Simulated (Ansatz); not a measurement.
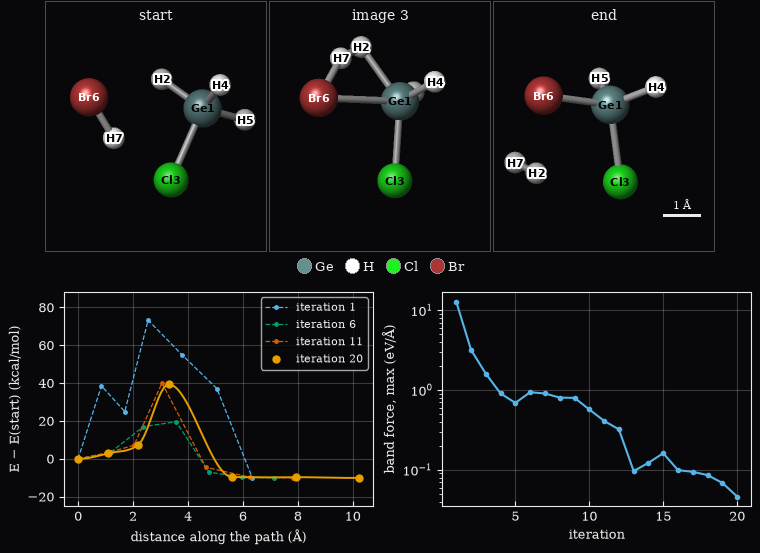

NEB run on GeH$_{4}$BrCl, made up at the start of GeH$_{3}$Cl and HBr. Images are numbered from 0 (start) to 6 (end). The plot follows the band through its iterations. A ball-and-stick model, seen from a free direction.

The calculation used Ansatz, RKS BLYP-D4/def2-SVP.

Input
```yaml
crystal:
  periodic: [false, false, false]
  atoms:
    - { symbol: Ge, position_ang: [-0.300077, -0.29013, -0.05305] }
    - { symbol: H, position_ang: [-0.687171, -0.429041, 1.436995] }
    - { symbol: Cl, position_ang: [1.920928, -0.266168, -0.131313] }
    - { symbol: H, position_ang: [-0.784765, 1.03767, -0.678728] }
    - { symbol: H, position_ang: [-0.730757, -1.522602, -0.886819] }
    - { symbol: Br, position_ang: [1.295975, 2.74273, 2.03785] }
    - { symbol: H, position_ang: [1.866267, 1.663542, 1.246964] }
basis:
  gaussian: { orbitals: def2-SVP }
hamiltonian:
  xc: blyp
  dispersion: d4
neb:
  order_check: false
  images: 5
  f_tol: 0.05
  max_iterations: 60
  final_atoms:
    - { symbol: Ge, position_ang: [-0.20325133, 0.78704731, -0.50992723] }
    - { symbol: H, position_ang: [1.56101316, -0.71377607, 2.23195608] }
    - { symbol: Cl, position_ang: [1.81031161, -0.06955745, -0.65111836] }
    - { symbol: H, position_ang: [-0.71155436, 1.01915931, -1.95370158] }
    - { symbol: H, position_ang: [-1.068782, -0.16695975, 0.34723515] }
    - { symbol: Br, position_ang: [-0.08042415, 2.86045609, 0.56677518] }
    - { symbol: H, position_ang: [1.27308708, -0.78036844, 2.94067975] }
  initial_path:
    images:
      - { positions_ang: [[-0.300077, -0.29013, -0.05305], [-0.687171, -0.429041, 1.436995], [1.920928, -0.266168, -0.131313], [-0.784765, 1.03767, -0.678728], [-0.730757, -1.522602, -0.886819], [1.295975, 2.74273, 2.03785], [1.866267, 1.663542, 1.246964]] }
      - { positions_ang: [[-0.18396927, -0.19317328, -0.04808816], [-0.51542204, -0.28262782, 1.57433405], [2.01836574, -0.1837939, -0.26414415], [-0.72537666, 1.11462445, -0.66602692], [-0.69630095, -1.43538814, -0.80133683], [1.3218329, 2.53828513, 1.67955685], [1.36127027, 1.37807455, 1.49760415]] }
      - { positions_ang: [[-0.06786153, -0.09621655, -0.04312631], [-0.34367307, -0.13621463, 1.7116731], [2.11580348, -0.1014198, -0.3969753], [-0.66598832, 1.19157891, -0.65332584], [-0.6618449, -1.34817429, -0.71585466], [1.34769079, 2.33384027, 1.32126371], [0.85627354, 1.09260709, 1.74824431]] }
      - { positions_ang: [[0.0482462, 0.00074017, -0.03816447], [-0.17192411, 0.01019855, 1.84901214], [2.21324122, -0.0190457, -0.52980645], [-0.60659998, 1.26853336, -0.64062475], [-0.62738885, -1.26096043, -0.63037249], [1.37354869, 2.1293954, 0.96297056], [0.35127682, 0.80713964, 1.99888446]] }
      - { positions_ang: [[-0.03558631, 0.26284255, -0.19541873], [0.40572165, -0.23112632, 1.97666012], [2.07893135, -0.03588295, -0.57024375], [-0.64158477, 1.18540868, -1.07831703], [-0.7745199, -0.89629354, -0.30450328], [0.88889108, 2.3730823, 0.83090544], [0.6585469, 0.27797028, 2.31281622]] }
      - { positions_ang: [[-0.11941882, 0.52494493, -0.35267298], [0.9833674, -0.4724512, 2.1043081], [1.94462148, -0.0527202, -0.61068105], [-0.67656957, 1.10228399, -1.5160093], [-0.92165095, -0.53162664, 0.02136594], [0.40423346, 2.61676919, 0.69884031], [0.96581699, -0.25119908, 2.62674798]] }
      - { positions_ang: [[-0.20325133, 0.78704731, -0.50992723], [1.56101316, -0.71377607, 2.23195608], [1.81031161, -0.06955745, -0.65111836], [-0.71155436, 1.01915931, -1.95370158], [-1.068782, -0.16695975, 0.34723515], [-0.08042415, 2.86045609, 0.56677518], [1.27308708, -0.78036844, 2.94067975]] }
```

Command:
```bash
ansatz run input.yaml --threads 2 --pin off --max-ram 3072MiB --backend cpu --events-out ev --progress --plain --runs-dir out
```

> Did the band converge, and can the barrier be trusted?

The result is final at these settings. The band converged in 20 iterations. The largest component of the band force went from 13 to 0.046 eV/Å. The climbing image converged on the top of the path. Its vibrational analysis gives one imaginary mode (1041i cm⁻¹), as a transition state must have. The first iteration put the highest image at 73.3 kcal/mol. Forward barrier 39.4 kcal/mol, backward barrier 49.4 kcal/mol, with image 3 at the top; the reaction energy is −10.0 kcal/mol.

Limits of the set-up: the start holds two separate molecules, 2.4 Å apart at their closest, whose relative position is a soft coordinate.

The run took 2.7 min on 2 threads of Arm Neoverse V1 (shared host), peak memory 0.13 GiB.
